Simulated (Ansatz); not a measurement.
# singlet [N2H3]+: levels of theory compared

Wanted: a comparison of 6 runs (B3LYP/def2-TZVP, PBE-QIDH/def2-TZVP, PBE0/def2-TZVP, r2SCAN0/def2-TZVP, RPA@PBE/def2-TZVP, RPA@PBE0/def2-TZVP) of singlet [N2H3]+. 

The results are computed with Ansatz 0.2.0.

28 further runs of the same task are left out: 28 set aside as unsound or not needed.

## Step 1: The structure to begin with

[N2H3]+: 5 atoms, total charge +1, spin state singlet. SMILES of the parent species: `[NH]N`. The coordinates come from a PBE0-D4/def2-TZVP relaxation. This is one conformer, not always the lowest. That shape belongs to the parent species and isn't relaxed for this state.

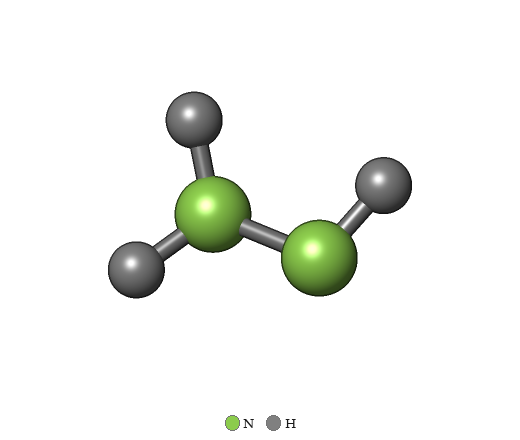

Viewed from a chosen angle; nitrogen green, hydrogen grey.

## Step 2: A single-point energy at B3LYP/def2-TZVP (run 1)

The input, run.yaml:

```yaml
basis:
  gaussian: {orbitals: def2-TZVP}
crystal:
  periodic: [false, false, false]
  atoms:
    - {symbol: "N", position_ang: [-0.187600, -0.818050, 0.454040]}
    - {symbol: N, position_ang: [-0.128660, 0.235610, -0.368450]}
    - {symbol: H, position_ang: [0.759840, -0.951450, 0.811270]}
    - {symbol: H, position_ang: [-1.030950, 0.592300, -0.640030]}
    - {symbol: H, position_ang: [0.587360, 0.941580, -0.256830]}
hamiltonian: {xc: {name: B3LYP}}
accuracy: high
output: {orbitals: {seedname: orbitals}}
total_charge: 1
```

The run is started by

```console
$ ansatz run run.yaml --threads 1 --pin off --max-ram 3480MiB --events-out events.jsonl --progress --plain --runs-dir runs
```

The log of the run:

```text
Warning: RAYON_NUM_THREADS=1 ignored (pool sized by the plan → 1); use --threads N
Functional definition: B3LYP
  name "B3LYP"
  parameter a0 = 0.2
  parameter ax = 0.72
  parameter ac = 0.81
  exchange = (1 - a0 - ax)*slater_x + ax*b88_x + a0*exact_x
  correlation = (1 - ac)*vwn_rpa_c + ac*lyp_c
1425 factors; integrals over basis functions are off by at most 3.0e-9 eV
mean field evaluation 1: about -3012.5823 eV, gradient 6.2e1 eV
mean field evaluation 2: about -3010.8445 eV, gradient 6.6e1 eV
mean field evaluation 4: about -3019.6420 eV, gradient 5.0e0 eV
mean field evaluation 8: about -3019.6857 eV, gradient 5.0e-2 eV
mean field evaluation 16: about -3019.6857 eV, gradient 2.2e-6 eV
mean field -3019.68567008 eV, -110.9714015590 hartree, gradient 2.5e-8 eV, S^2 0.000000; 0 other end points of the search recorded, 0 dependent functions left out
reference -3019.68569767 eV, -110.9714025731 hartree; 8, 8 occupied and 72, 72 virtual orbitals, 1425 factors
Total energy: -3019.68569767 eV, -110.9714025731 hartree
```

It took 2.6 s on 1 thread of Arm Neoverse V1, shared host; peak memory 0.16 GiB.

## Step 3: A single-point energy at PBE-QIDH/def2-TZVP (run 2)

The input, job.yaml:

```yaml
crystal:
  periodic: [false, false, false]
  atoms:
    - {symbol: N, position_ang: [-0.187600, -0.818050, 0.454040]}
    - {symbol: N, position_ang: [-0.128660, 0.235610, -0.368450]}
    - {symbol: H, position_ang: [0.759840, -0.951450, 0.811270]}
    - {symbol: H, position_ang: [-1.030950, 0.592300, -0.640030]}
    - {symbol: H, position_ang: [0.587360, 0.941580, -0.256830]}
basis:
  gaussian:
    orbitals: def2-TZVP
total_charge: 1
hamiltonian:
  xc: {name: PBE-QIDH}
correlation:
  frozen_orbitals: {H: 0, "N": 1}
accuracy: high
output:
  orbitals: {seedname: orbitals}
```

The run is started by

```console
$ ansatz run job.yaml --threads 1 --pin off --max-ram 3480MiB --events-out events.jsonl --progress --plain --runs-dir runs
```

The log of the run, shortened:

```text
Warning: RAYON_NUM_THREADS=1 ignored (pool sized by the plan → 1); use --threads N
Functional definition: PBE-QIDH
  name "PBE-QIDH"
[...]
1425 factors; integrals over basis functions are off by at most 3.0e-9 eV
[...]
mean field -3011.37682684 eV, -110.6660572019 hartree, gradient 3.2e-8 eV, S^2 0.000000; 0 other end points of the search recorded, 0 dependent functions left out; unrestricted orbitals would lower it
2 core orbitals not correlated: weight in the atoms' cores, before any rotation towards them, 1.000 or more for the frozen orbitals, at most 0.000 for the correlated occupied ones
reference -3011.37682755 eV, -110.6660572280 hartree; 6, 6 occupied and 72, 72 virtual orbitals, 1425 factors
second order -12.40873378 eV of doubles, -0.00000000 eV of singles
Total energy: -3015.51307215 eV, -110.8180614132 hartree
```

Wall time 3.6 s (1 thread of Arm Neoverse V1, shared host); peak memory 0.16 GiB.

Run 3 isn't shown in full; the table further down has it.

## Step 4: A single-point energy at r2SCAN0/def2-TZVP (run 4)

The input, run.yaml:

```yaml
crystal:
  periodic: [false, false, false]
  atoms:
    - {symbol: "N", position_ang: [-0.187600, -0.818050, 0.454040]}
    - {symbol: "N", position_ang: [-0.128660, 0.235610, -0.368450]}
    - {symbol: H, position_ang: [0.759840, -0.951450, 0.811270]}
    - {symbol: H, position_ang: [-1.030950, 0.592300, -0.640030]}
    - {symbol: H, position_ang: [0.587360, 0.941580, -0.256830]}
basis:
  gaussian: {orbitals: def2-TZVP}
total_charge: 1
hamiltonian: {xc: {name: r2SCAN0}}
accuracy: high
output: {orbitals: {seedname: orbitals}}
```

The run is started by

```console
$ ansatz run run.yaml --threads 1 --pin off --max-ram 3480MiB --events-out events.jsonl --progress --plain --runs-dir runs
```

The log of the run:

```text
Warning: RAYON_NUM_THREADS=1 ignored (pool sized by the plan → 1); use --threads N
Functional definition: r2SCAN0
  name "r2SCAN0"
  parameter a = 0.25
  parameter k0 = 0.174
  parameter k1 = 0.065
  parameter a1 = 4.9479
  exchange = (1 - a)*r2scan_x(k0 = k0, k1 = k1, a1 = a1) + a*exact_x
  correlation = r2scan_c
1425 factors; integrals over basis functions are off by at most 3.0e-9 eV
mean field evaluation 1: about -3012.1222 eV, gradient 5.3e1 eV
mean field evaluation 2: about -3013.0428 eV, gradient 4.7e1 eV
mean field evaluation 4: about -3017.2769 eV, gradient 2.4e0 eV
mean field evaluation 8: about -3017.2860 eV, gradient 4.0e-2 eV
mean field evaluation 16: about -3017.2860 eV, gradient 2.1e-6 eV
mean field -3017.28604559 eV, -110.8832169854 hartree, gradient 2.4e-8 eV, S^2 0.000000; 0 other end points of the search recorded, 0 dependent functions left out
reference -3017.28604601 eV, -110.8832170009 hartree; 8, 8 occupied and 72, 72 virtual orbitals, 1425 factors
Total energy: -3017.28604601 eV, -110.8832170009 hartree
```

It took 4.5 s on 1 thread of Arm Neoverse V1, shared host; peak memory 0.19 GiB.

Run 5 isn't shown in full; the table further down has it.

## Step 5: The energy at RPA@PBE0/def2-TZVP (run 6)

The input, input.yaml:

```yaml
crystal:
  periodic: [false, false, false]
  atoms:
    - {symbol: N, position_ang: [-0.187600, -0.818050, 0.454040]}
    - {symbol: N, position_ang: [-0.128660, 0.235610, -0.368450]}
    - {symbol: H, position_ang: [0.759840, -0.951450, 0.811270]}
    - {symbol: H, position_ang: [-1.030950, 0.592300, -0.640030]}
    - {symbol: H, position_ang: [0.587360, 0.941580, -0.256830]}
basis:
  gaussian: {orbitals: def2-TZVP}
total_charge: 1
hamiltonian: {xc: {name: PBE0}}
correlation: {method: rpa, frozen_orbitals: {H: 0, "N": 1}}
accuracy: high
```

The run is started by

```console
$ ansatz run input.yaml --threads 1 --pin off --max-ram 3480MiB --events-out events.jsonl --progress --plain --runs-dir runs
```

The log of the run, shortened:

```text
Warning: RAYON_NUM_THREADS=1 ignored (pool sized by the plan → 1); use --threads N
Functional definition: PBE0
  name "PBE0"
[...]
1425 factors; integrals over basis functions are off by at most 3.0e-9 eV
[...]
mean field -3016.13061868 eV, -110.8407558299 hartree, gradient 8.7e-8 eV, S^2 0.000000; 0 other end points of the search recorded, 0 dependent functions left out
2 core orbitals not correlated: weight in the atoms' cores, before any rotation towards them, 1.000 or more for the frozen orbitals, at most 0.000 for the correlated occupied ones
reference -3001.71168008 eV, -110.3108696096 hartree; 6, 6 occupied and 72, 72 virtual orbitals, 1425 factors
Total energy: -3017.60059996 eV, -110.8947766453 hartree
```

Run time: 4.8 s. Hardware: 1 thread of Arm Neoverse V1, shared host; peak memory 0.23 GiB.

## Step 6: The series

```tsv
run	level	frozen core orbitals	energy (Eh)	HOMO energy (eV)	LUMO energy (eV)	HOMO–LUMO gap (eV)	wall time
1	B3LYP/def2-TZVP	–	-110.971403	-17.31	-11.71	5.60	2.6 s
2	PBE-QIDH/def2-TZVP	2	-110.818061	-20.56	-8.74	11.81	3.6 s
3	PBE0/def2-TZVP	–	-110.840756	-17.57	-11.39	6.18	2.6 s
4	r2SCAN0/def2-TZVP	–	-110.883217	-17.85	-11.28	6.57	4.5 s
5	RPA@PBE/def2-TZVP	2	-110.943607	–	–	–	4.5 s
6	RPA@PBE0/def2-TZVP	2	-110.894777	–	–	–	4.8 s
```

## Step 7: Results

| quantity | value |
| --- | --- |
| run 6: total energy | -110.89478 Eh |
| run 6: RPA correlation energy (valence) | -583.9 mEh |

In words: Over runs 1, 2, 3, 4 the HOMO–LUMO gap runs from 5.60 eV (B3LYP/def2-TZVP) to 11.81 eV (PBE-QIDH/def2-TZVP). A double hybrid's value is that of its SCF part. Totals of different functionals can't be ranked against each other. In run 2 the log says that unrestricted orbitals would lower the reference, so the values rest on an unstable closed-shell determinant (other closed-shell runs at this shape may share the fault). All runs together took 23 s, the longest 4.8 s.
